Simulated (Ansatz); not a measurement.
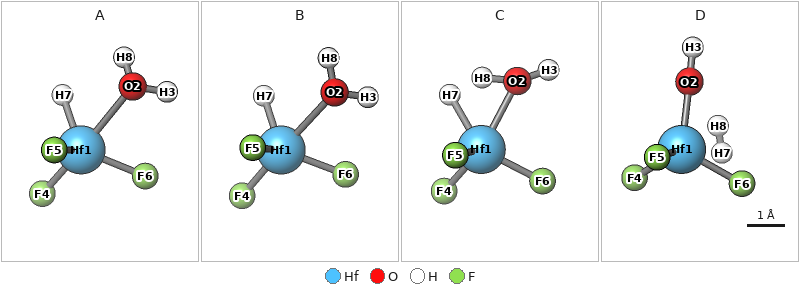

4 geometries from a converged minimum-energy path of HfH$_{3}$OF$_{3}$, made up at the start of HfHOF3 and H2, shuffled. The picture is a ball-and-stick view, seen from a free direction.

All numbers below come from RKS PBE0-D4/def2-SVP (Ansatz 0.2.0). Run with 5 movable images; climbing image; force threshold 0.05 eV/Å; iteration limit 60; starting path through a guess of the saddle point.

Which of them lies highest in energy?

Answer. C. In order along the path, whose images run from 0 to 6: D (image 0, 0.00 eV), C (image 3, +1.21 eV), A (image 5, +0.74 eV), B (image 6, +0.72 eV). Breaking: H7–H8 (0.76 → 1.06 at the top → 2.80 Å). Forming: Hf1–H7 (2.95 → 2.04 at the top → 1.85 Å), O2–H8 (2.72 → 1.20 at the top → 0.96 Å).

Limits of the set-up: the start holds two separate molecules, 2.7 Å apart at their closest, whose relative position is a soft coordinate.
